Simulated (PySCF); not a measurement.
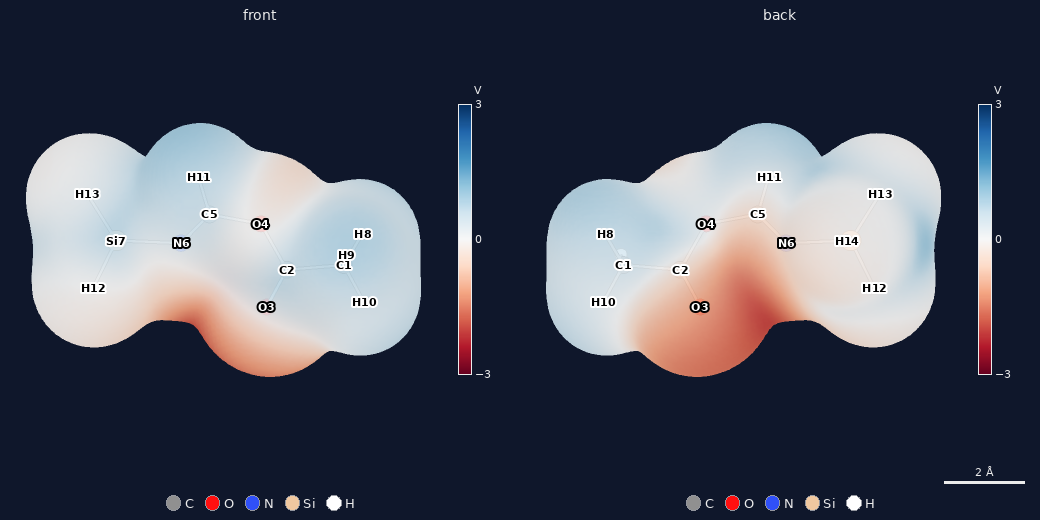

Figure 1: C₃H₇NO₂Si (SMILES CC(=O)O/C=N/[SiH3]). The electrostatic potential painted on the density surface at 0.001 e/bohr³, seen from the front and from behind; red is negative and blue positive.

Geometry: GFN2-xTB.

Level of theory: PBE0/pcSseg-1, SCF density, gas phase, non-relativistic in PySCF 2.14.0.

Input

```
{"job": {"kind": "nmr", "xc": "PBE0", "basis": "pcSseg-1"}, "charge": 0, "multiplicity": 1}
C     -2.928954     0.414336    -0.048720
C     -1.443215     0.529080    -0.254578
O     -0.886186     1.353948    -0.908405
O     -0.822950    -0.471469     0.448743
C      0.517818    -0.684794     0.413796
N      1.320437    -0.097223    -0.322363
Si     3.019354    -0.175551    -0.563905
H     -3.277873    -0.522825    -0.476744
H     -3.152354     0.403469     1.015128
H     -3.429189     1.248330    -0.530717
H      0.741183    -1.476604     1.143042
H      3.479343     1.169004    -0.237384
H      3.711404    -1.168576     0.270041
H      3.150502    -0.521595    -1.975078
```

Command:

```sh
OMP_NUM_THREADS=1 python probes_run.py task.json out
```

Which sites attract a positive test charge, and which a negative one?

Answer. A positive charge is drawn to the negative regions and a negative charge to the positive ones. The most negative region (about −2.0 V) lies over O3 and N6, the most positive (about +1.0 V) over Si7 and H11.

What dipole moment does the calculation give?

Answer. Its dipole moment is 2.81 D.
